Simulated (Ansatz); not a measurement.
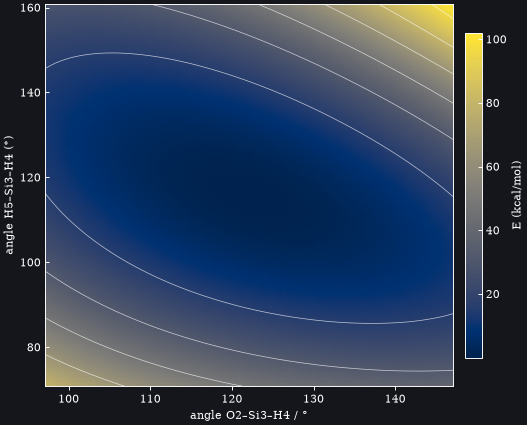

H₂NaOSi, SMILES [Na][O][SiH2+], charge +1. 
- First axis: angle O2–Si3–H4. Second axis: angle H5–Si3–H4.
- Nothing is relaxed (all other coordinates rigid).
- The grid has 15 × 15 points; 216 points were computed and 9 follow by symmetry.
- Points are written as (first, second).
- Energies: kcal/mol, counted from the lowest grid point.
- Computed with RHF/def2-TZVP (Ansatz 0.2.0).

Drawn: a smooth colour map with a few white contour lines. Between grid points the surface is interpolated.

The lowest grid point is at (122.1°, 115.8°). It is the only kind of minimum in the scanned range. The highest grid point, (147.1°, 160.8°), lies 102.0 kcal/mol above the lowest. Round the minimum the valley is somewhat tilted: raising angle O2–Si3–H4 shifts the best value of angle H5–Si3–H4 downwards (coupling k₁₂/√(k₁₁k₂₂) about 0.5).

The level of theory is changed to Ansatz, RKS CAM-B3LYP-D4/def2-TZVP; with it change the reference geometry, relaxed at the new level; the new grid has 13 × 13 points, laid about the new relaxed structure.

### How does the landscape change?

The minimum (interpolated where it lies between grid points) moves from (122.1°, 115.8°) to (121.6°, 116.9°). The curvature at the minimum changes from about 7.2 to 6.3 eV/rad² along angle O2–Si3–H4 and from about 6.2 to 5.5 eV/rad² along angle H5–Si3–H4.

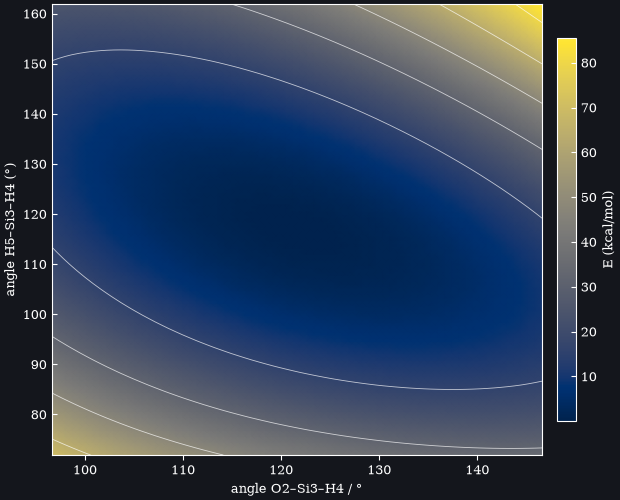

The map after the change, on a colour scale of its own. In the figure: a smooth colour map with a few white contour lines. Between grid points the surface is interpolated.
